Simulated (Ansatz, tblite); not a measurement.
**How methods differ on BBrClF (bromochlorofluoroborane)**

The species is BBrClF (4 atoms), meant as a singlet with charge 0. As SMILES, `FB(Cl)Br`. The coordinates come from a PBE0-D4/def2-TZVP relaxation.

Quantity: the electronic atomisation energy, in eV. The values are calculated. Electronic energies at fixed atoms, without zero-point motion or spin-orbit coupling.

| level | kind | program | value (eV) |
| --- | --- | --- | --- |
| GFN2-xTB | semi-empirical | tblite | 15.33 |
| HF/aug-cc-pVDZ | Hartree–Fock | Ansatz | 11.23 |
| SVWN5/aug-cc-pVDZ | LDA | Ansatz | 17.88 |
| revPBE/aug-cc-pVDZ | GGA | Ansatz | 14.87 |
| r2SCAN/aug-cc-pVDZ | meta-GGA | Ansatz | 15.42 |
| MP2/aug-cc-pVDZ | perturbation theory | Ansatz | 15.11 |
| CCSD/aug-cc-pVDZ | coupled cluster or CI | Ansatz | 13.91 |

All-electron rows without a relativistic Hamiltonian named are non-relativistic. Correlated wave functions underbind in double-zeta sets. The values span 11.23 to 17.88 eV. In the correlated wave-function rows the outer d shell of Br is correlated, in sets not made for it.

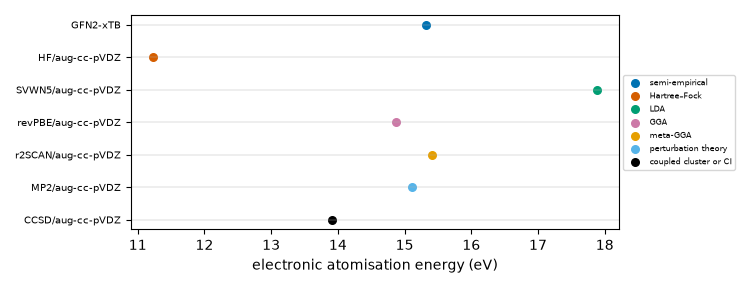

The values of the table, level by level.
